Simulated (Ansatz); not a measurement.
# K4Mn2O: what the fields show

```
K O Mn
1.0
     0.00000   -4.77827    0.00000
    -4.77827    0.00000    0.00000
     0.00000    0.00000  -15.34896
K O Mn
8 2 4
Direct
  0.00000 0.50000 0.50000
  0.50000 0.00000 0.00000
  0.50000 0.00000 0.50000
  0.00000 0.50000 0.00000
  0.50000 0.50000 0.34470
  0.00000 0.00000 0.84470
  0.50000 0.50000 0.65530
  0.00000 0.00000 0.15530
  0.50000 0.50000 0.50000
  0.00000 0.00000 0.00000
  0.50000 0.50000 0.14610
  0.00000 0.00000 0.64610
  0.50000 0.50000 0.85390
  0.00000 0.00000 0.35390
```

Space group I4/mmm; built by placing these elements on a known structure type; not relaxed (largest force 0.5 eV/Å); computed pressure about 10 GPa in this cell; not the lowest SCF solution found, which lies 21 meV/atom lower; spin-polarised.

Computed with DFT, PAW plane waves, r2SCAN (Ansatz 0.2.0).

The density is the valence pseudo-density of a PAW calculation; it isn't the true density close to the nuclei.

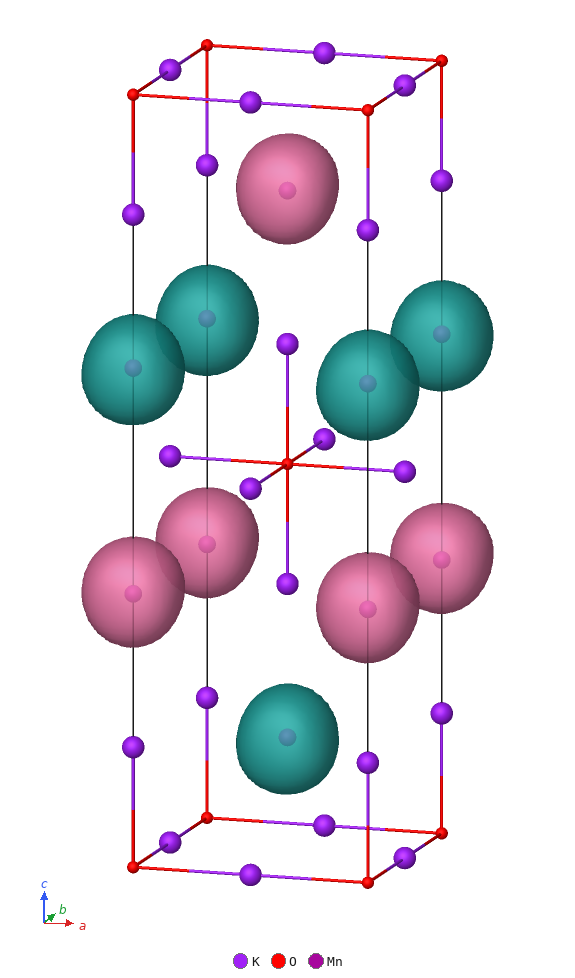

Figure 1. Isosurfaces of the magnetisation density (up minus down) at +0.15 (teal) and −0.15 e/Å³ (pink), seen slightly off an axis. Sticks mark near contacts.

**Which atoms carry the moments, and with what signs?**

The spin density sits on Mn: +4.5 μB (×2) and −4.5 μB (×2) in one cell of 14 atoms: antiferromagnetic in this solution, which needn't be the ground state, with every nearest magnetic neighbour opposed. The cell of the calculation (7 atoms) carries 0.0 μB of net spin moment.

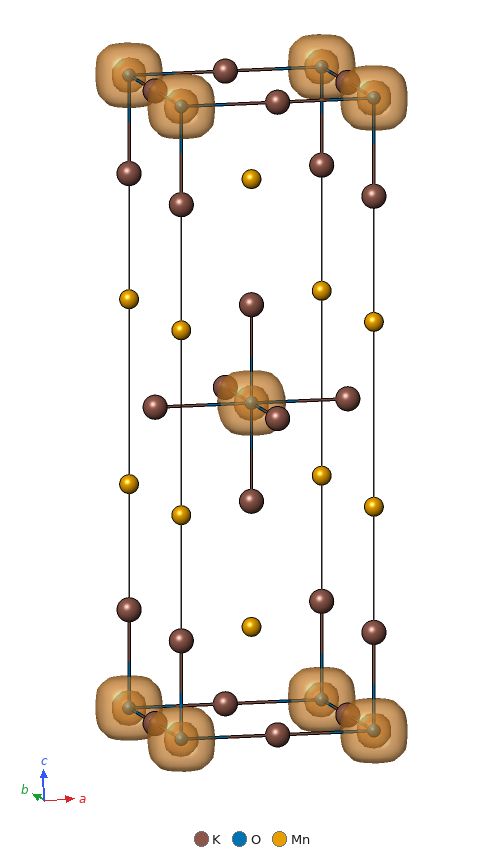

Figure 2. Isosurface of the electron localisation function at 0.75 (orange), seen slightly off an axis. Only the valence region is drawn (cores and ρ < 0.01 e/Å³ removed). Sticks mark near contacts.

**What do the ELF domains correspond to?**

The ELF exceeds this value in two regions wrapped around O (the valence shell of each), counted in one cell of 14 atoms. Regions shared between cells count once. Along the contacts the grid gives the following. K–O (2.38 Å): the ELF peaks at about 0.80 in the valence shell of O, 0.7 Å from its nucleus, and drops to about 0.05 between the two atoms: no shared electron pair shows on this line. K–Mn (3.05 Å): the ELF is about 0.05 at the midpoint: no shared electron pair shows on this line.

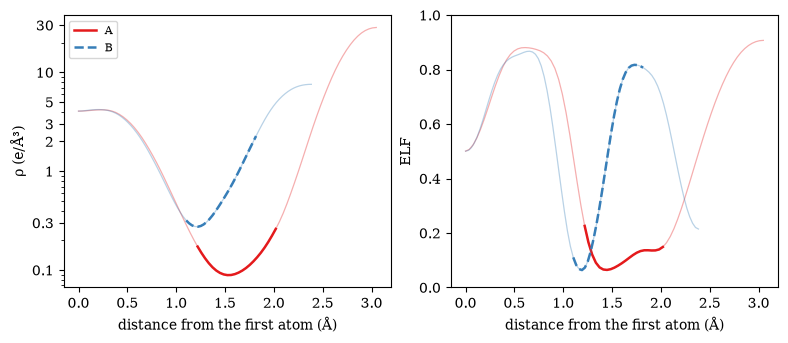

Figure 3. Valence electron density and ELF along straight lines between neighbouring atoms. Thin, pale parts lie inside the atomic spheres.

**Which curve belongs to which contact (K–Mn and K–O)? The first atom named is at distance zero.**

Curve A: K–Mn (3.05 Å): the density is about 0.09 e/Å³ at the midpoint; the ELF is about 0.05 at the midpoint (no localised pair shows between them). Curve B: K–O (2.38 Å): the density is about 0.28 e/Å³ at the midpoint; the ELF peaks at about 0.80 in the valence shell of O, 0.7 Å from its nucleus, and drops to about 0.05 between the two atoms: no localised pair shows between them.

**How much charge does the calculation move between the atoms?**

Electrons move from K towards O and Mn. Bader charges: K +0.63, O −1.43 and Mn −0.55 e.

**Does the calculation make it a metal, or give it a gap?**

It is gapless in this calculation (a metal or semimetal); semilocal functionals without U, or without the true magnetic order, often close the gap of such compounds.
